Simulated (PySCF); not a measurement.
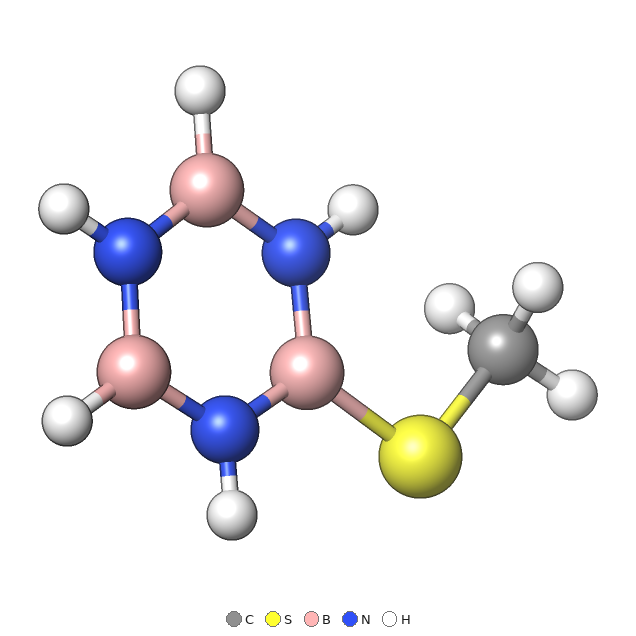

A ball-and-stick model of a molecule.

The computed structure is the end point of a GFN2-xTB optimisation. No frequency run is at hand to confirm it as a minimum.

Description:

Formula CH8B3N3S. As SMILES it reads `CSB1NBNBN1`. Independent rings (smallest set): 1 of 6 members. Among its groups: B–H bond. This geometry has Cs symmetry. Coordination: 1 C tetrahedral; 1 S bent; 3 B trigonal planar; 3 N trigonal planar.

The parts below concern this one geometry. Atoms keep their numbers from picture to picture.

**Shape**

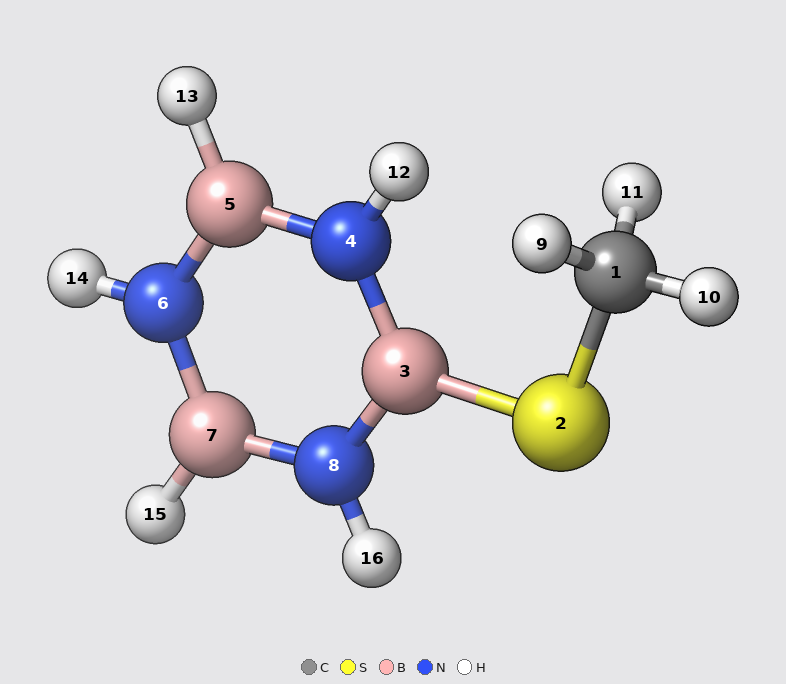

Numbered structure. No frequency run is at hand to confirm it as a minimum.

List the bonds and their lengths.

| bond | length (Å) | order |
| --- | --- | --- |
| C1–S2 | 1.827 | single |
| C1–H9 | 1.087 | single |
| C1–H10 | 1.085 | single |
| C1–H11 | 1.086 | single |
| S2–B3 | 1.825 | single |
| B3–N4 | 1.418 | single |
| B3–N8 | 1.418 | single |
| N4–B5 | 1.420 | single |
| N4–H12 | 1.008 | single |
| B5–N6 | 1.415 | single |
| B5–H13 | 1.173 | single |
| N6–B7 | 1.418 | single |
| N6–H14 | 1.008 | single |
| B7–N8 | 1.417 | single |
| B7–H15 | 1.172 | single |
| N8–H16 | 1.009 | single |

**Dipole moment**

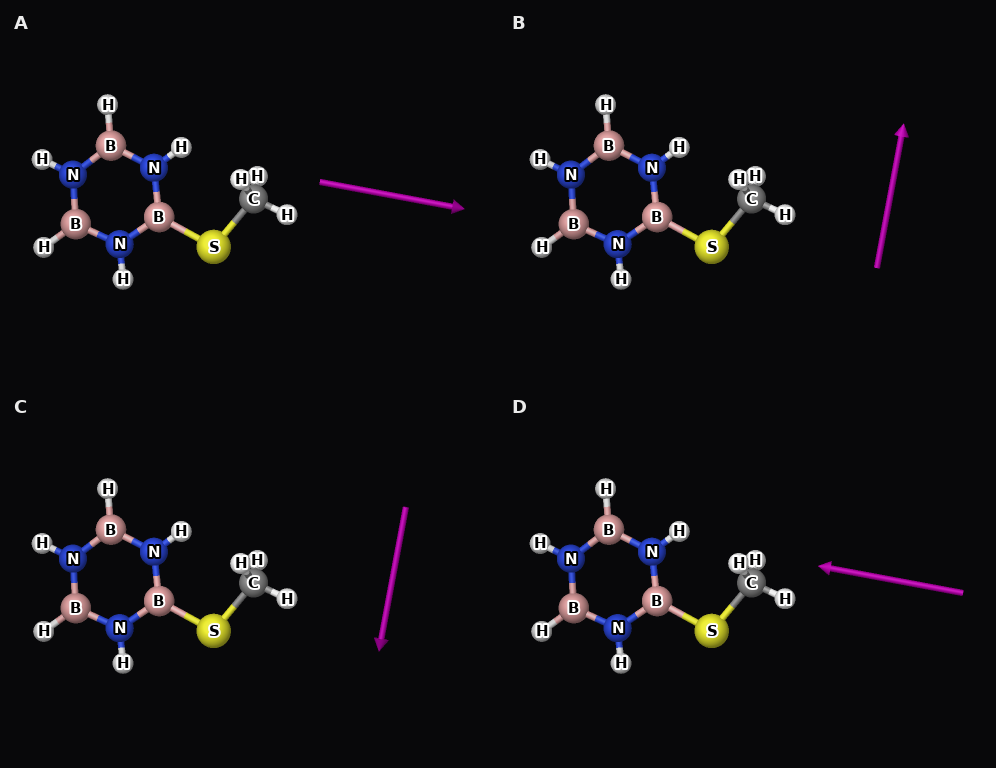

The same molecule four times, each with an arrow. No frequency run is at hand to confirm it as a minimum. Level of theory: PBE0/pcSseg-1, gas phase (PySCF 2.14.0).

> Which arrow points along the dipole moment, from the negative to the positive end?

B. The dipole moment is 1.48 D.

**Charges**

The questions are on Mulliken charges. No frequency run is at hand to confirm it as a minimum. Method: PBE0/pcSseg-1, gas phase (PySCF 2.14.0).

> Which atom carries the highest charge (most positive or least negative)?

B3 (0.50 e).

> And the lowest?

N4 (−0.54 e).

List the Mulliken charges.

| atom | value (e) |
| --- | --- |
| C1 | −0.41 |
| S2 | −0.27 |
| B3 | 0.50 |
| N4 | −0.54 |
| B5 | 0.33 |
| N6 | −0.53 |
| B7 | 0.33 |
| N8 | −0.53 |
| H9 | 0.15 |
| H10 | 0.16 |
| H11 | 0.15 |
| H12 | 0.22 |
| H13 | 0.01 |
| H14 | 0.21 |
| H15 | 0.01 |
| H16 | 0.22 |

**Ring current**

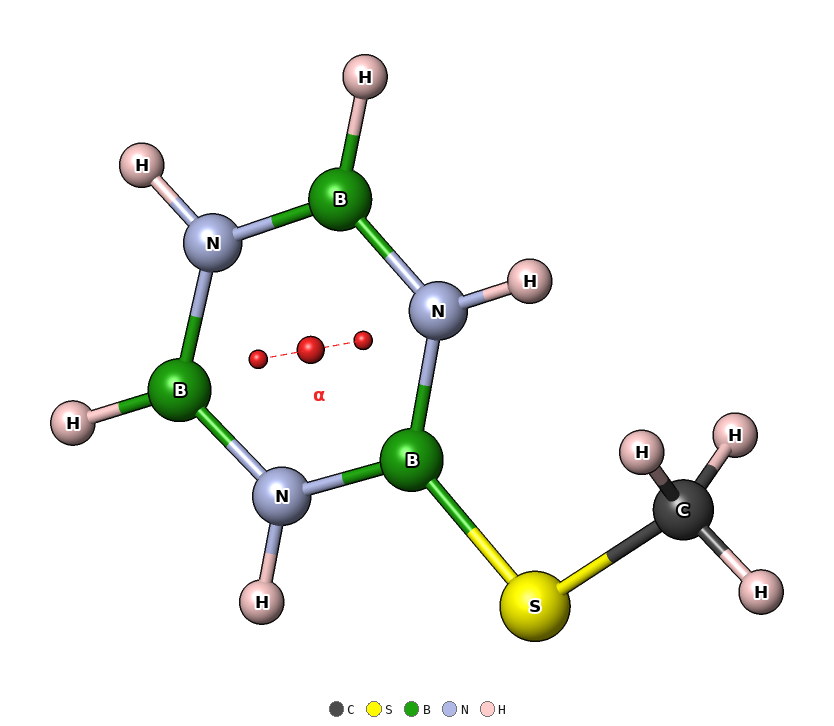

The small points mark where nucleus-independent chemical shifts (NICS) were computed: at the centre of each lettered ring and 1 Å above and below it. No frequency run is at hand to confirm it as a minimum. Properties computed with GIAO PBE0/pcSseg-1 NMR shielding, non-relativistic, gas phase (PySCF 2.14.0).

Give NICS(0), NICS(1) and the out-of-plane component NICS(1)zz for each ring (means of the two sides).

```csv
ring,members,NICS(0),NICS(1),NICS(1)zz
α,B3N3,−2.4,−3.0,−4.2
```

Values in ppm.

> What do the values say about the ring currents?

Ring α: weak, as in a non-aromatic ring. NICS is one index among several.

Mulliken values depend strongly on the basis set and can even reverse the polarity of a bond. The geometry is semi-empirical. Around B such bond lengths and angles can be off by a tenth of an ångström or more and by several degrees, and values that hang on the shape move with them.
